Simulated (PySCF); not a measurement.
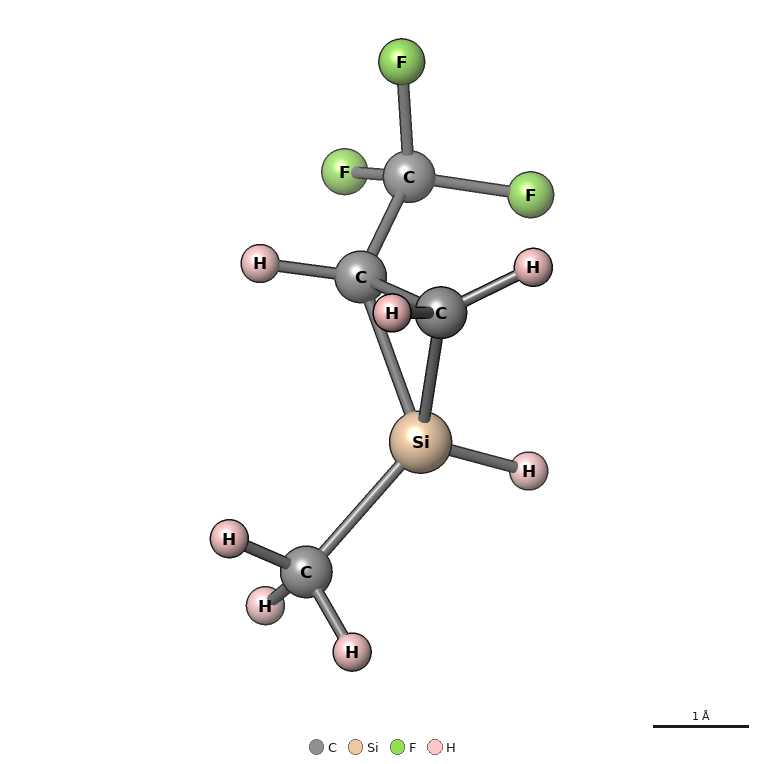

Atoms fade into the background with distance from the viewer. The geometry was computed by an optimisation with PBE0-D3(BJ)/def2-SVP. No frequency run is at hand to confirm it as a minimum. Masses are those of the most abundant isotopes; constants are for the rigid equilibrium geometry.

Classify the rotor and give the rotational constants (cm⁻¹).

Answer. An asymmetric top (C1): A = 0.112, B = 0.0334, C = 0.0316 cm⁻¹. Ray's parameter κ is −0.96, close to the prolate limit.
